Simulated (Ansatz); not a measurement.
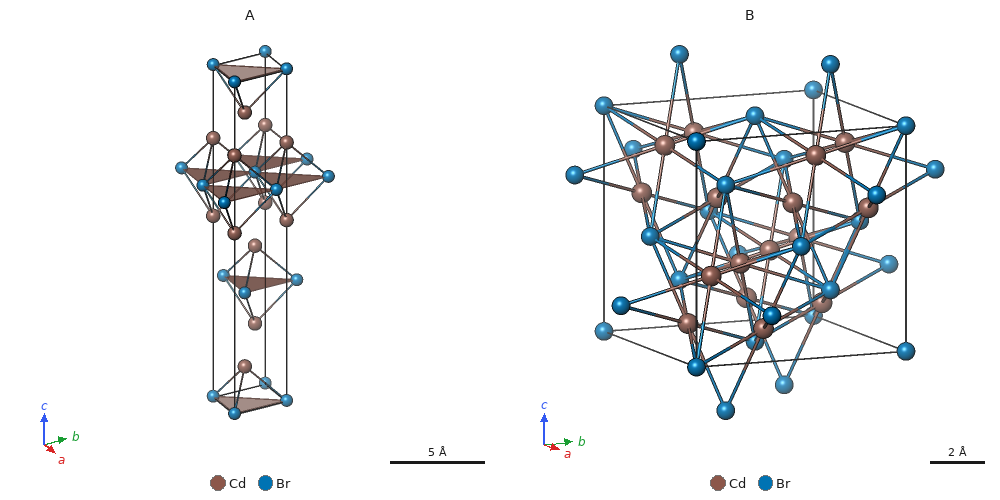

Two structures of Cd$_{2}$Br, each relaxed to rest (conventional cells in solid outline, small ones repeated, not to one scale). Method: DFT PBE, scalar-relativistic, plane waves, PAW (Ansatz), without spin polarisation.

### Characterise the two forms.

A: 9 atoms a cell on a rhombohedral (trigonal R) lattice, R3m. B: cubic Laves phase (C15, MgCu₂ type), Fd-3m.

### Which is the more stable form at this level of theory?

A is lower, by 183 meV/atom at this level of theory (energies at zero smearing). Volumes: A 28.3, B 26.7 Å³/atom.

One or both may be structure types tried for this composition rather than known phases.
